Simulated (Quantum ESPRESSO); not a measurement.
# Voltage at the next charge: Ti(0001), 4 layers, one monolayer of Na on fcc sites against an electrode

Method. Quantum ESPRESSO 7.5, PBE, GBRV ultrasoft; ESM with bc3, a metal electrode 5.97 Å above the top atoms; cell area 7.537 Å²; ions fixed. V is the potential energy of an electron at the electrode over the slab's Fermi level, divided by e, so that it equals the work function at zero charge; positive charge removes electrons.

| charge (e a cell) | V (V) |
| --- | --- |
| 0 | 3.462 |
| 0.0113 | 4.404 |
| 0.0226 | 5.383 |

**Question.** What is V at a charge of 0.0452 e, and what capacitance do the rows imply?

**Fit.** The last two rows give dV/dq = (5.383 − 4.404)/(0.0226 − 0.0113) = 86.6 V/e, so C = 1602/(7.537 × 86.6) = 2.45 µF/cm², an effective gap of 8.854/2.45 = 3.61 Å. At constant C, V = 5.383 + 86.6 × 0.0226 = 7.34 V.

**The withheld run.** V = 7.426 V; the estimate misses by −0.08 V, 4.1 % of the step. Over the three intervals C goes 2.55, 2.45 and 2.35 µF/cm²: it falls as electrons leave, the surface charge drawing back towards the atoms.

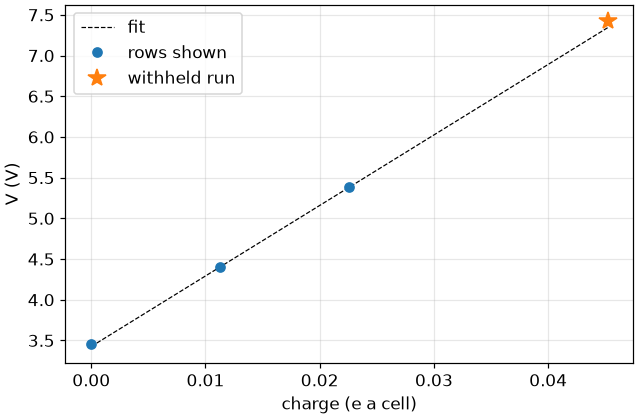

The rows shown, the fit and the withheld run.

**Limits.** Vacuum fills the gap; a dielectric or electrolyte would change C. The slab is thin.
